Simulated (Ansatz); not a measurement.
**BCl2 (SMILES Cl[B]Cl) at 6 levels**

Wanted: a comparison of 6 runs (UHF/3-21G, UB3LYP/6-31G*, UBHLYP/def2-TZVP, UBLYP/def2-TZVP, UHSE06/def2-TZVP, UPBE-QIDH/def2-TZVP) of BCl2. 

The results are computed with Ansatz 0.2.0.

40 further runs of the same task are left out: 40 set aside as unsound or not needed.

## Step 1: The molecule

BCl2 has 3 atoms, charge 0, and is taken as a doublet. As SMILES, `Cl[B]Cl`. The B2–Cl3 distance was set to 2.579 Å, away from the relaxed value.

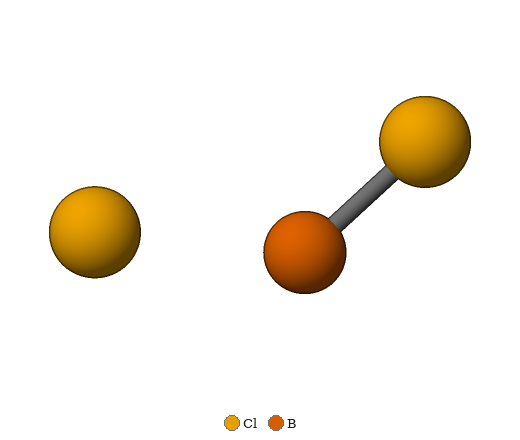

Viewed from a chosen angle; chlorine amber, boron orange.

## Step 2: The energy at UHF/3-21G (run 1)

File run.yaml:

```yaml
crystal:
  periodic: [false, false, false]
  atoms:
    - {symbol: Cl, position_ang: [0.098814, -2.306260, -0.205288]}
    - {symbol: B, position_ang: [-0.736586, -0.830960, -0.492188]}
    - {symbol: Cl, position_ang: [0.081500, 1.511100, 0.213700]}
basis:
  gaussian: {orbitals: 3-21G.json}
output: {orbitals: {seedname: orbitals}}
accuracy: high
hamiltonian: {xc: hf}
magnetization: {spin_polarized: true, initial_magnetization: 1}
```

The basis set 3-21G is read from a file made from the Basis Set Exchange's data (not shown).

Started as:

```bash
ansatz run run.yaml --threads 1 --pin off --max-ram 3480MiB --events-out events.jsonl --progress --plain --runs-dir runs
```

Log:

```text
Warning: RAYON_NUM_THREADS=1 ignored (pool sized by the plan → 1); use --threads N
Functional definition: HF
  name "HF"
  exchange = exact_x
  correlation = 0
714 factors; integrals over basis functions are off by at most 3.2e-9 eV
mean field evaluation 1: about -25550.3397 eV, gradient 1.6e1 eV
mean field evaluation 2: about -25550.4055 eV, gradient 1.6e1 eV
mean field evaluation 4: about -25553.0714 eV, gradient 2.5e0 eV
mean field evaluation 8: about -25553.4064 eV, gradient 6.3e-1 eV
mean field evaluation 16: about -25553.4427 eV, gradient 1.6e-8 eV
mean field evaluation 32: about -25553.3181 eV, gradient 7.5e-1 eV
mean field evaluation 64: about -25552.0958 eV, gradient 2.9e-1 eV
mean field evaluation 96: about -25541.2033 eV, gradient 1.1e1 eV
mean field evaluation 128: about -25550.3408 eV, gradient 1.6e1 eV
mean field -25553.44268269 eV, -939.0716978433 hartree, gradient 2.1e-8 eV, S^2 0.931646; 0 other end points of the search recorded, 0 dependent functions left out
reference -25553.44268269 eV, -939.0716978433 hartree; 20, 19 occupied and 15, 16 virtual orbitals, 714 factors
Total energy: -25553.44268269 eV, -939.0716978433 hartree
```

Run time: 0.74 s. Hardware: 1 thread of Arm Neoverse V1, shared host; peak memory 0.099 GiB.

## Step 3: A single-point energy at UB3LYP/6-31G(d) (Cartesian functions) (run 2)

File run.yaml:

```yaml
crystal:
  periodic: [false, false, false]
  atoms:
    - {symbol: Cl, position_ang: [0.098814, -2.306260, -0.205288]}
    - {symbol: B, position_ang: [-0.736586, -0.830960, -0.492188]}
    - {symbol: Cl, position_ang: [0.081500, 1.511100, 0.213700]}
basis:
  gaussian: {orbitals: "6-31G*"}
total_charge: 0
magnetization: {spin_polarized: true, initial_magnetization: 1}
hamiltonian: {xc: {name: B3LYP}}
accuracy: high
output: {orbitals: {seedname: orbitals}}
```

Started as:

```bash
ansatz run run.yaml --threads 1 --pin off --max-ram 3480MiB --events-out events.jsonl --progress --plain --runs-dir runs
```

Log:

```text
Warning: RAYON_NUM_THREADS=1 ignored (pool sized by the plan → 1); use --threads N
Functional definition: B3LYP
  name "B3LYP"
  parameter a0 = 0.2
  parameter ax = 0.72
  parameter ac = 0.81
  exchange = (1 - a0 - ax)*slater_x + ax*b88_x + a0*exact_x
  correlation = (1 - ac)*vwn_rpa_c + ac*lyp_c
973 factors; integrals over basis functions are off by at most 3.3e-9 eV
mean field evaluation 1: about -25717.1048 eV, gradient 1.5e1 eV
mean field evaluation 2: about -25637.9128 eV, gradient 1.0e2 eV
mean field evaluation 4: about -25719.1058 eV, gradient 3.2e0 eV
mean field evaluation 8: about -25719.2232 eV, gradient 2.3e-1 eV
mean field evaluation 16: about -25719.2241 eV, gradient 2.1e-4 eV
mean field evaluation 32: about -25717.9360 eV, gradient 7.5e0 eV
mean field -25719.22408451 eV, -945.1640519896 hartree, gradient 7.9e-8 eV, S^2 0.772333; 2 other end points of the search recorded, 0 dependent functions left out
reference -25719.22411822 eV, -945.1640532282 hartree; 20, 19 occupied and 33, 34 virtual orbitals, 973 factors
Total energy: -25719.22411822 eV, -945.1640532282 hartree
```

Wall time 5.4 s (1 thread of Arm Neoverse V1, shared host); peak memory 0.18 GiB.

Run 3 isn't shown in full; the table further down has it.

## Step 4: A single-point energy at UBLYP/def2-TZVP (run 4)

File in.yaml:

```yaml
crystal:
  periodic: [false, false, false]
  atoms:
    - {symbol: Cl, position_ang: [0.098814, -2.306260, -0.205288]}
    - {symbol: B, position_ang: [-0.736586, -0.830960, -0.492188]}
    - {symbol: Cl, position_ang: [0.081500, 1.511100, 0.213700]}
basis:
  gaussian:
    orbitals: def2-TZVP
magnetization:
  spin_polarized: true
  initial_magnetization: 1
hamiltonian:
  xc: {name: BLYP}
accuracy: high
output:
  orbitals: {seedname: orbitals}
```

Started as:

```bash
ansatz run in.yaml --threads 1 --pin off --max-ram 3480MiB --events-out events.jsonl --progress --plain --runs-dir runs
```

Log:

```text
Warning: RAYON_NUM_THREADS=1 ignored (pool sized by the plan → 1); use --threads N
Functional definition: BLYP
  name "BLYP"
  parameter beta = 0.0042
  parameter a = 0.04918
  parameter b = 0.132
  parameter c = 0.2533
  parameter d = 0.349
  exchange = b88_x(beta = beta)
  correlation = lyp_c(a = a, b = b, c = c, d = d)
1531 factors; integrals over basis functions are off by at most 3.5e-9 eV
mean field evaluation 1: about -25718.7300 eV, gradient 1.4e1 eV
mean field evaluation 2: about -25662.7171 eV, gradient 8.8e1 eV
mean field evaluation 4: about -25719.5755 eV, gradient 9.6e0 eV
mean field evaluation 8: about -25720.1559 eV, gradient 2.6e-1 eV
mean field evaluation 16: about -25720.1565 eV, gradient 4.3e-4 eV
mean field evaluation 32: about -25716.5524 eV, gradient 1.4e1 eV
mean field -25720.15654167 eV, -945.1983191581 hartree, gradient 1.9e-8 eV, S^2 0.759891; 4 other end points of the search recorded, 0 dependent functions left out
reference -25720.15658534 eV, -945.1983207629 hartree; 20, 19 occupied and 85, 86 virtual orbitals, 1531 factors
Total energy: -25720.15658534 eV, -945.1983207629 hartree
```

Wall time 14 s (1 thread of Arm Neoverse V1, shared host); peak memory 0.24 GiB.

Run 5 isn't shown in full; the table further down has it.

## Step 5: A single-point energy at UPBE-QIDH/def2-TZVP (run 6)

Edit run.yaml of step 3 so:

```diff
@@ -7,6 +7,11 @@
 basis:
-  gaussian: {orbitals: "6-31G*"}
-total_charge: 0
-magnetization: {spin_polarized: true, initial_magnetization: 1}
-hamiltonian: {xc: {name: B3LYP}}
+  gaussian:
+    orbitals: def2-TZVP
+magnetization:
+  spin_polarized: true
+  initial_magnetization: 1
+hamiltonian:
+  xc: {name: PBE-QIDH}
+correlation:
+  frozen_orbitals: {B: 1, Cl: 5}
 accuracy: high
```

Started as:

```bash
ansatz run run.yaml --threads 1 --pin off --max-ram 3480MiB --events-out events.jsonl --progress --plain --runs-dir runs
```

Log, shortened:

```text
Warning: RAYON_NUM_THREADS=1 ignored (pool sized by the plan → 1); use --threads N
Functional definition: PBE-QIDH
  name "PBE-QIDH"
[...]
1531 factors; integrals over basis functions are off by at most 3.5e-9 eV
[...]
mean field -25701.45410827 eV, -944.5110174077 hartree, gradient 4.9e-8 eV, S^2 0.854682; 2 other end points of the search recorded, 0 dependent functions left out
11 core orbitals not correlated: weight in the atoms' cores, before any rotation towards them, 1.000 or more for the frozen orbitals, at most 0.000 for the correlated occupied ones
reference -25701.45410912 eV, -944.5110174388 hartree; 9, 8 occupied and 85, 86 virtual orbitals, 1531 factors
second order -13.40563207 eV of doubles, -0.00000000 eV of singles
Total energy: -25705.92265314 eV, -944.6752334028 hartree
```

It took 17 s on 1 thread of Arm Neoverse V1, shared host; peak memory 0.35 GiB.

## Step 6: Overview of the runs

```tsv
run	level	Cartesian functions	frozen core orbitals	energy (Eh)	HOMO energy (eV)	LUMO energy (eV)	⟨S²⟩	wall time
1	UHF/3-21G	no	–	-939.071698	-11.62	-0.67	0.932	0.74 s
2	UB3LYP/6-31G* (Cartesian functions)	yes	–	-945.164053	-7.72	-4.65	0.772	5.4 s
3	UBHLYP/def2-TZVP	no	–	-945.184470	-9.33	-3.48	0.809	13 s
4	UBLYP/def2-TZVP	no	–	-945.198321	-6.55	-5.25	0.760	14 s
5	UHSE06/def2-TZVP	no	–	-944.842082	-7.70	-4.77	0.780	12 s
6	UPBE-QIDH/def2-TZVP	no	11	-944.675233	-10.40	-2.32	0.855	17 s
```

## Step 7: Outcome

| quantity | value |
| --- | --- |
| run 6: total energy | -944.67523 Eh |
| run 6: HOMO energy (SCF part's orbitals) (highest over α and β) | -10.40 eV |
| run 6: LUMO energy (SCF part's orbitals) (lowest over α and β) | -2.32 eV |
| run 6: ⟨S²⟩ | 0.855 |

What this shows: Totals of different functionals can't be ranked against each other. Spin contamination of the reference: run 1 ⟨S²⟩ = 0.93, run 6 ⟨S²⟩ = 0.85. All runs together took 61 s, the longest 17 s.
